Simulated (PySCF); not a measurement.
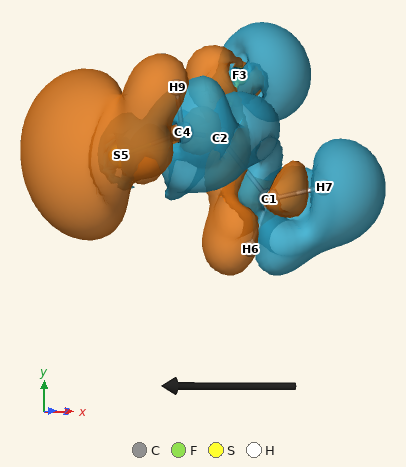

Figure. C$_{3}$H$_{4}$FS, doublet, SMILES `CC1(F)[CH]S1`. Change of the electron density in a uniform field of 0.21 V/Å along −x (arrow), surfaces at ±0.001 e/Å³ (light blue: gain, orange: loss).

Level of theory: BP86/def2-SVPD (PySCF), at a geometry from GFN2-xTB. No frequency check shows the geometry to be a minimum. The stability of the open-shell solution wasn't checked. GFN2-xTB bond lengths at metals and heavier atoms can be off by up to 0.1 Å and shapes distorted, which carries into these values. GFN2-xTB doesn't know the spin state, so this open-shell geometry is rough.

Cartesian coordinates (Å):

```
C1       1.4235   -1.0423    0.0321
C2       0.4536    0.0954    0.1360
F3       0.9899    1.2517   -0.3700
C4      -0.5874    0.1792    1.1289
S5      -1.2973   -0.2323   -0.3891
H6       0.9568   -1.9588    0.3801
H7       2.2923   -0.8212    0.6516
H8       1.7531   -1.1662   -0.9977
H9      -0.8936    1.0047    1.7392
```

What dipole is induced, and what polarisability does it imply?

Answer. The induced dipole is 0.68 D (along the field); α along this axis, from the fields in both directions, is 67 bohr³ (9.9 Å³).

Which atoms gain and lose the most charge?

Answer. Electrons gather most on H7 (Hirshfeld charge changes by −0.009 e) and leave S5 most (+0.027 e); 0.053 electrons are displaced in all.
